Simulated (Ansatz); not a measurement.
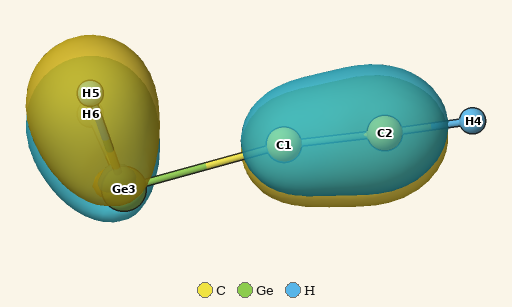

C$_{2}$H$_{3}$Ge (charge −1). The HOMO−1 at ±0.15 Å⁻³ᐟ² (yellow and cyan are the two phases), seen from one side.

Geometry: B3LYP-D3(BJ)/def2-SVPD.

Method: isolated molecule in a Gaussian basis; Kohn-Sham density functional theory, functional PBE0 in Ansatz.

Input file:

```
crystal:
  periodic: [false, false, false]
  atoms:
    - {symbol: C, position_ang: [-0.672916, -0.090120, 0.144665]}
    - {symbol: C, position_ang: [-1.647514, -0.554189, -0.442636]}
    - {symbol: Ge, position_ang: [0.720674, 0.875232, 1.224370]}
    - {symbol: H, position_ang: [-2.482511, -0.976573, -0.965552]}
    - {symbol: H, position_ang: [1.372789, -0.479791, 1.807687]}
    - {symbol: H, position_ang: [1.776812, 0.950322, 0.007598]}
basis:
  gaussian:
    orbitals: def2-TZVPD
total_charge: -1
hamiltonian:
  xc: {name: PBE0}
output:
  forces: true
  orbitals: {seedname: orbitals}
```

Command:

```sh
ansatz run input.yaml --threads 1 --pin off --max-ram 2610MiB --events-out events.jsonl --progress --plain --runs-dir runs
```

### What is the character of this orbital?

Its weight (Hirshfeld) is mainly on C2 (about 30 %), Ge3 (about 20 %), C1 (about 20 %), H5 (about 15 %) and H6 (about 15 %). Its energy is −2.55 eV.
